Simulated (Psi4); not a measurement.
**CH3PSi (SMILES [SiH3]C#P) at 3 levels**

We compute a comparison of 3 runs (BP86/6-31G, BLYP/6-31G*, QCISD/DZVP) of CH3PSi. 

The calculation is run with Psi4 1.11.

4 further runs of the same task are left out: 4 set aside as unsound or not needed.

### 1 The structure to begin with

CH3PSi has 6 atoms, charge 0, and is taken as a singlet. SMILES: `[SiH3]C#P`. The shape is that of a GFN2-xTB optimisation.

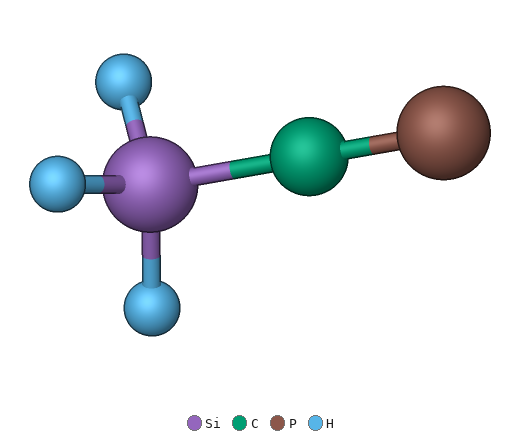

The structure, seen from a chosen angle (silicon purple, carbon teal, phosphorus brown, hydrogen blue).

### 2 A single-point energy at BP86/6-31G (run 1)

input.in

```
memory 1.6 GB

molecule {
  0 1
  Si    -0.390150     0.455330    -0.249090
  C      0.719980    -0.840150     0.459520
  P      1.658490    -1.935110     1.057730
  H     -1.575110    -0.211890    -0.794360
  H      0.346350     1.156750    -1.303760
  H     -0.759570     1.375070     0.829960
  symmetry c1
  no_reorient
  no_com
}

set {
  basis                6-31G
  puream               true
  e_convergence        1e-09
  d_convergence        1e-08
  scf_type             pk
  dft_radial_points    99
  dft_spherical_points 590
}

e, wfn = energy('bp86', return_wfn=True)
oeprop(wfn, 'DIPOLE', 'MULLIKEN_CHARGES', 'LOWDIN_CHARGES', title='BP86')
print_variables()
```

Launch:

```bash
$ psi4 input.in input.out -n 1
```

input.out:

```text
[...]
  Running in c1 symmetry.
[...]
  Nuclear repulsion =  112.336026326157139
[...]
  Multiplicity = 1
[...]
  Nalpha       = 19
  Nbeta        = 19
[...]
    Number of basis functions: 41
[...]
   @RKS iter   1:  -670.24878849938898    1.89216e-02   2.09341e-02 ADIIS/DIIS
[...]
   @RKS iter  11:  -670.66188750682795   -1.36424e-12   8.69719e-09 DIIS
[...]
    Orbital Energies [Eh]
    ---------------------
    Doubly Occupied:
       1A    -76.366365     2A    -65.476413     3A     -9.944143
       4A     -6.328758     5A     -5.090433     6A     -4.544789
       7A     -4.544789     8A     -4.543005     9A     -3.501305
      10A     -3.500013    11A     -3.500013    12A     -0.665089
      13A     -0.537702    14A     -0.404242    15A     -0.342751
      16A     -0.342703    17A     -0.299348    18A     -0.256241
      19A     -0.256232
[...]
  @RKS Final Energy:  -670.66188750682795
   => Energetics <=
    Nuclear Repulsion Energy =            112.3360263261571390
    One-Electron Energy =               -1149.0564098536895017
    Two-Electron Energy =                 416.7322594022043631
    DFT Exchange-Correlation Energy =     -50.6737633815000876
    Empirical Dispersion Energy =           0.0000000000000000
    VV10 Nonlocal Energy =                  0.0000000000000000
    Total Energy =                       -670.6618875068279522
[...]
 Multipole Moments:
 ------------------------------------------------------------------------------------
     Multipole            Electronic (a.u.)      Nuclear  (a.u.)        Total (a.u.)
 ------------------------------------------------------------------------------------
 L = 1.  Multiply by 2.5417464519 to convert [e a0] to [Debye]
 Dipole X            :        -41.3877426           41.0954961           -0.2922465
 Dipole Y            :         48.2892725          -47.9480210            0.3412515
 Dipole Z            :        -26.3931616           26.2060605           -0.1871011
 Magnitude           :                                                    0.4866903
[...]
  Mulliken Charges: (a.u.)
   Center  Symbol    Alpha    Beta     Spin     Total
       1    SI     6.76318  6.76318  0.00000  0.47363
       2     C     3.22821  3.22821  0.00000 -0.45642
       3     P     7.41038  7.41038  0.00000  0.17924
       4     H     0.53274  0.53274  0.00000 -0.06548
       5     H     0.53275  0.53275  0.00000 -0.06550
       6     H     0.53274  0.53274  0.00000 -0.06547
   Total alpha = 19.00000, Total beta = 19.00000, Total charge =  0.00000
  Lowdin Charges: (a.u.)
   Center  Symbol    Alpha    Beta     Spin     Total
[...]
```

Wall time 6.3 s (1 thread of Intel Xeon 6975P-C (Granite Rapids), shared host); peak memory 0.57 GiB.

### 3 Energy and forces at BLYP/6-31G(d) (spherical functions) (run 2)

input.in

```
memory 1600 MB

molecule mol {
  Si    -0.73727665     0.86044900    -0.47071188
  C      1.36056502    -1.58765340     0.86836695
  P      3.13409188    -3.65682792     1.99882001
  H     -2.97652652    -0.40041407    -1.50112284
  H      0.65450664     2.18594069    -2.46374933
  H     -1.43537927     2.59850570     1.56839709
  units bohr
  symmetry c1
  no_reorient
  no_com
}

set {
  basis 6-31G*
  puream true
  e_convergence 1e-09
  d_convergence 1e-08
  scf_type pk
  dft_radial_points 99
  dft_spherical_points 590
}

energy_value, wavefunction = gradient("blyp", return_wfn=True)
oeprop(wavefunction, "QUADRUPOLE", "WIBERG_LOWDIN_INDICES", "MAYER_INDICES")
```

Launch:

```bash
$ psi4 -i input.in -o input.out -n 1
```

input.out, shortened:

```text
[...]
  Running in c1 symmetry.
[...]
  Nuclear repulsion =  112.336026396528624
[...]
  Multiplicity = 1
[...]
  Nalpha       = 19
  Nbeta        = 19
[...]
    Number of basis functions: 56
[...]
   @RKS iter   1:  -670.12990781355461    4.16877e-02   1.64320e-02 ADIIS/DIIS
[...]
   @RKS iter  12:  -670.63782188557127   -2.27374e-13   1.87998e-09 DIIS
[...]
  @RKS Final Energy:  -670.63782188557127
   => Energetics <=
    Nuclear Repulsion Energy =            112.3360263965286236
    One-Electron Energy =               -1149.4721453469683183
    Two-Electron Energy =                 417.1148670853268641
    DFT Exchange-Correlation Energy =     -50.6165700204584965
    Empirical Dispersion Energy =           0.0000000000000000
    VV10 Nonlocal Energy =                  0.0000000000000000
    Total Energy =                       -670.6378218855712703
[...]
  -Total Gradient:
     Atom            X                  Y                   Z
    ------   -----------------  -----------------  -----------------
       1       -0.008444242555     0.009860502780    -0.005448624652
       2        0.003631845123    -0.004257694655     0.002361412474
       3       -0.005711559948     0.006667944539    -0.003653387926
       4        0.009772328644     0.002675051688     0.004813393527
       5       -0.003417253512    -0.006708989349     0.008283903729
       6        0.004168318878    -0.008236472415    -0.006356857696
[...]
 Multipole Moments:
 ------------------------------------------------------------------------------------
     Multipole            Electronic (a.u.)      Nuclear  (a.u.)        Total (a.u.)
 ------------------------------------------------------------------------------------
 L = 1.  Multiply by 2.5417464519 to convert [e a0] to [Debye]
 Dipole X            :        -41.2840961           41.0954961           -0.1886000
 Dipole Y            :         48.1683344          -47.9480209            0.2203135
 Dipole Z            :        -26.3270302           26.2060605           -0.1209697
 Magnitude           :                                                    0.3142319
 L = 2.  Multiply by 1.3450342976 to convert [e a0^2] to [Debye ang]
 Quadrupole XX       :       -202.1126415          177.4032805          -24.7093611
 Quadrupole XY       :        194.7551110         -194.8618852           -0.1067743
[...]
```

Run time: 8.4 s. Hardware: 1 thread of Intel Xeon 6975P-C (Granite Rapids), shared host; peak memory 0.7 GiB.

### 4 A single-point energy at QCISD/DZVP (run 3)

calc.py

```python
import psi4

psi4.set_memory(1600000000)
psi4.set_num_threads(1)
psi4.core.set_output_file('output.dat', False)

molecule = psi4.geometry("""
0 1
Si    -0.390150     0.455330    -0.249090
C      0.719980    -0.840150     0.459520
P      1.658490    -1.935110     1.057730
H     -1.575110    -0.211890    -0.794360
H      0.346350     1.156750    -1.303760
H     -0.759570     1.375070     0.829960
no_reorient
no_com
""")

psi4.set_options({
    'basis': 'DZVP',
    'reference': 'rhf',
    'scf_type': 'pk',
})

e = psi4.energy("qcisd", molecule=molecule)
print('E =', round(e, 9))
```

Launch:

```bash
$ python calc.py
```

output.dat:

```text
[...]
  Running in c1 symmetry.
[...]
  Nuclear repulsion =  112.336026326157139
[...]
  Multiplicity = 1
[...]
  Nalpha       = 19
  Nbeta        = 19
[...]
    Number of basis functions: 56
[...]
   @RHF iter   1:  -669.03704131101722   -8.03462e-01   5.86988e-03 ADIIS/DIIS
[...]
   @RHF iter  11:  -669.11911652279139   -6.82121e-13   2.47630e-09 DIIS
[...]
    Orbital Energies [Eh]
    ---------------------
    Doubly Occupied:
       1A    -79.971558     2A    -68.808081     3A    -11.262319
       4A     -7.501892     5A     -6.147733     6A     -5.405403
       7A     -5.403852     8A     -5.403852     9A     -4.264044
      10A     -4.262970    11A     -4.262970    12A     -0.959304
      13A     -0.766934    14A     -0.599281    15A     -0.506704
      16A     -0.506643    17A     -0.469573    18A     -0.375057
      19A     -0.375048
[...]
  @RHF Final Energy:  -669.11911652279139
   => Energetics <=
    Nuclear Repulsion Energy =            112.3360263261571390
    One-Electron Energy =               -1148.4038499510770635
    Two-Electron Energy =                 366.9487071021286511
    Total Energy =                       -669.1191165227913871
[...]
 Multipole Moments:
 ------------------------------------------------------------------------------------
     Multipole            Electronic (a.u.)      Nuclear  (a.u.)        Total (a.u.)
 ------------------------------------------------------------------------------------
 L = 1.  Multiply by 2.5417464519 to convert [e a0] to [Debye]
 Dipole X            :        -41.1816274           41.0954961           -0.0861313
 Dipole Y            :         48.0488700          -47.9480210            0.1008491
 Dipole Z            :        -26.2619506           26.2060605           -0.0558901
 Magnitude           :                                                    0.1439195
[...]
      * MP2 total energy:                   -669.451752192022
[...]
      * MP3 total energy:                   -669.466288874876
[...]
      * QCISD total energy:                 -669.478541855338
[...]
```

On the terminal:

```text
E = -669.478541855
```

Wall time 6 s (1 thread of Intel Xeon 6975P-C (Granite Rapids), shared host); peak memory 0.26 GiB.

### 5 Overview of the runs

```tsv
run	level	task	integration grid	energy (Eh)	dipole moment (D)	HOMO energy (eV)	LUMO energy (eV)	wall time
1	BP86/6-31G	energy	99 radial × 590 angular	-670.661888	1.24	-6.97	-2.31	6.3 s
2	BLYP/6-31G* (spherical functions)	gradient	99 radial × 590 angular	-670.637822	0.80	-6.51	-2.18	8.4 s
3	QCISD/DZVP	energy	–	-669.478542	–	-10.21	1.59	6 s
```

### 6 Summary of results

| quantity | value |
| --- | --- |
| run 3: total energy | -669.47854 Eh |
| run 3: HOMO energy (Hartree–Fock orbitals) | -10.21 eV |
| run 3: LUMO energy (Hartree–Fock orbitals) | 1.59 eV |
| run 3: HOMO–LUMO gap (Hartree–Fock orbitals) | 11.80 eV |
| run 3: correlation energy | -359.4 mEh |
| run 3: T1 diagnostic | 0.011 |

In words: Totals of different functionals can't be ranked against each other. All runs together took 21 s, the longest 8.4 s.
